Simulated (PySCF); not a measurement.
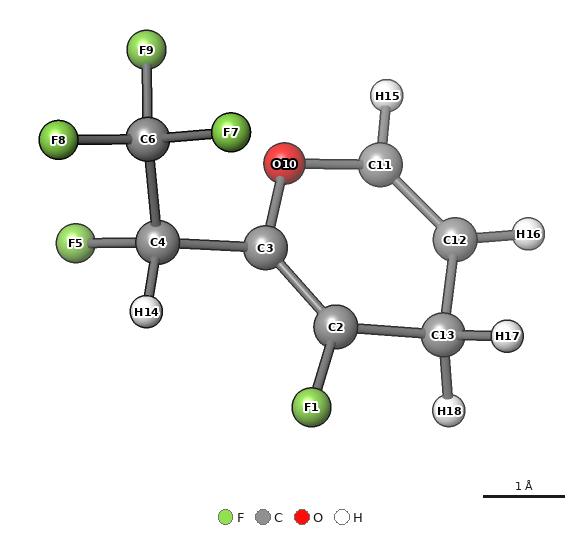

This is the input geometry for a relaxation of C7H5F5O. Style: ball-and-stick. Shown at a tilt.

The start comes from GFN2-xTB.

Method: PySCF, PBE0-D3(BJ)/def2-SVP geometry optimisation, gas phase.

```xyz
18

F    -0.2409    1.7367   -1.6273
C    -0.6556    0.8097   -0.7378
C     0.1832   -0.1494   -0.3503
C     1.5966   -0.2725   -0.8578
F     1.7866   -1.4692   -1.4963
C     2.6063   -0.1804    0.3006
F     2.3880    0.9420    1.0037
F     3.8632   -0.1168   -0.1480
F     2.5402   -1.1992    1.1497
O    -0.1605   -1.1160    0.5497
C    -1.4387   -1.0694    1.0306
C    -2.3459   -0.1635    0.7052
C    -2.0643    0.9575   -0.2576
H     1.8237    0.5262   -1.5753
H    -1.6091   -1.8812    1.7192
H    -3.3314   -0.2098    1.1359
H    -2.1964    1.9337    0.2252
H    -2.7540    0.9280   -1.1103
```

> What does the optimiser find from here?

The energy falls by 0.061 eV in 5 geometry steps. The atom that moves furthest after the best rigid fit is F8 (0.082 Å). Largest moves by element: F 0.082 Å, H 0.076 Å, C 0.043 Å, O 0.024 Å. Some distances before and after: C3–C4 1.507 → 1.489 Å, F1–C2 1.350 → 1.335 Å, C11–H15 1.078 → 1.090 Å, C11–C12 1.323 → 1.335 Å. Bond angles that change, for instance: C3–C4–C6 110.9° → 113.5°, C3–C4–H14 110.8° → 108.5°.

Final geometry:

```xyz
18

F    -0.2551    1.7274   -1.6150
C    -0.6579    0.8104   -0.7332
C     0.1894   -0.1448   -0.3263
C     1.5902   -0.2714   -0.8154
F     1.7843   -1.4643   -1.4565
C     2.6351   -0.1778    0.2964
F     2.4451    0.9430    0.9948
F     3.8594   -0.1344   -0.2281
F     2.5847   -1.2080    1.1288
O    -0.1735   -1.1068    0.5677
C    -1.4471   -1.0743    1.0318
C    -2.3586   -0.1620    0.6873
C    -2.0626    0.9547   -0.2695
H     1.7932    0.5556   -1.5122
H    -1.6345   -1.8935    1.7267
H    -3.3551   -0.2383    1.1255
H    -2.2020    1.9486    0.1987
H    -2.7436    0.9421   -1.1423
```

After the run, drawn alike:

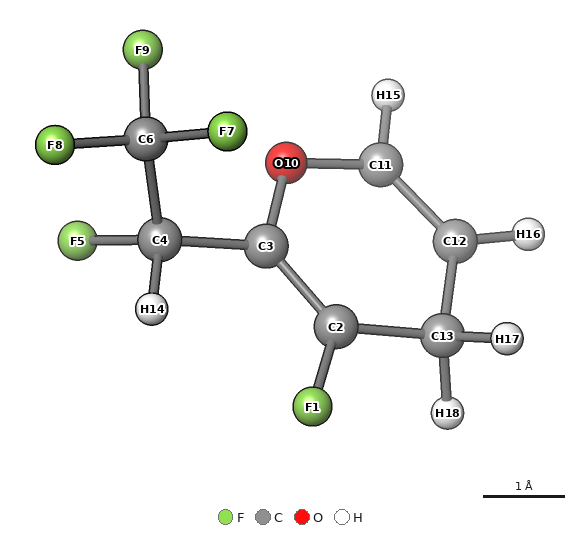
